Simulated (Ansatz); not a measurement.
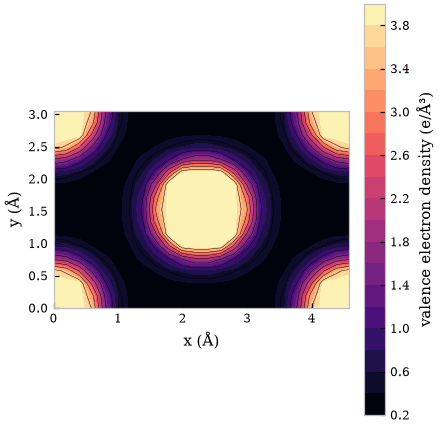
Valence electron density (e/Å³), cut off at 4 on a lattice plane, plane-wave PAW r²SCAN (Ansatz code)

Question: Which compound is it?
(A) NbP, CsCl type
(B) NbAs, CsCl type
(C) NbRu, P2/m (Nb on 2m, Nb on 1a, Ru on 1e, Ru on 2n)
(D) MoRu, rock salt

Answer: C, NbRu, P2/m (Nb on 2m, Nb on 1a, Ru on 1e, Ru on 2n). Atoms in the plane, in fractions of its two edges: Nb at (0.00, 0.00), Ru at (0.50, 0.50).

The density is the valence pseudo-density with augmentation charge, so density and ELF within about 1 Å of a nucleus are not all-electron values.

The start of the workflow was typed in or built on a structure type; neither database checked (COD, Materials Project) lists it. COD files the formula under space group No. 123, 221. Its standing as an ambient phase is unchecked. The cell was relaxed with r²SCAN under the symmetry of its start; its stability against distortions is not shown here. The run is not spin-polarised.

Potentials: the earlier of the program's two PAW sets.
